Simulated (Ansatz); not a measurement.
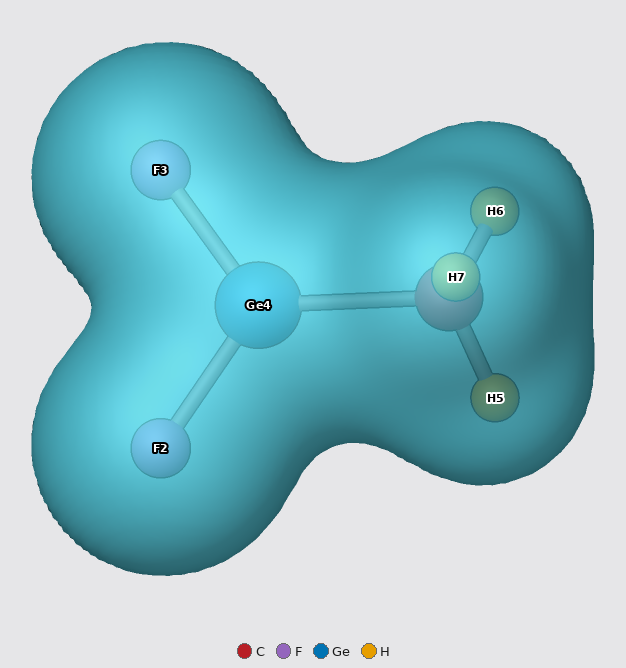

Figure 1: CH3F2Ge (charge +1). Isosurface of the electron density at 0.05 e/Å³ (cyan), seen at a tilt.

Geometry: PBE0-D3(BJ)/def2-SVP.

These are results of isolated molecule in a Gaussian basis; Kohn-Sham density functional theory, functional PBE0 in Ansatz, not measurements.

```yaml
atoms:
  - { symbol: C, position_ang: [0.7596, -0.1530, 2.2705] }
  - { symbol: F, position_ang: [-0.4922, -1.9064, -0.0672] }
  - { symbol: F, position_ang: [2.2126, -1.4874, -0.2225] }
  - { symbol: Ge, position_ang: [0.8271, -1.1792, 0.6756] }
  - { symbol: H, position_ang: [-0.0735, -0.5340, 2.8809] }
  - { symbol: H, position_ang: [1.7352, -0.2452, 2.7719] }
  - { symbol: H, position_ang: [0.5741, 0.8918, 1.9653] }
```

> What does this surface tell about the bonding?

At this value the surface is in one piece. It bridges the sampled Ge–F (1.68 Å), C–Ge (1.90 Å) and C–H (1.10 Å) contacts, where the density stays above the isovalue. On the grid the lowest density along these lines, outside the cores, is 1.1 e/Å³ (Ge–F, 1.68 Å), 0.95 e/Å³ (C–Ge, 1.90 Å) and 1.8 e/Å³ (C–H, 1.10 Å).
